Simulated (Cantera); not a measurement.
A closed system holds: 1 mol HgO, 1.6 mol O2, 0.61 mol N2, held at 3.00 bar.

Method: chemical equilibrium by Gibbs-energy minimisation in Cantera with the NASA 1993 tables (ideal gas, pure condensed phases). Candidate condensed phases: Hg, HgO; 10 gas species. Equilibrium is a limit: real reactors are often held back by kinetics, nucleation or transport.

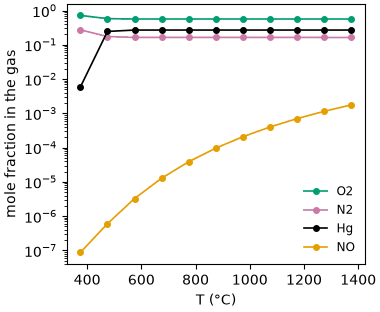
*Equilibrium gas composition (values under 1e-9 drawn at 1e-9)*

**Question.** Read off the mole fractions at 675 °C.

**Answer.** O2 about 0.57, Hg about 0.27, N2 about 0.16, NO about 1.3e-5.
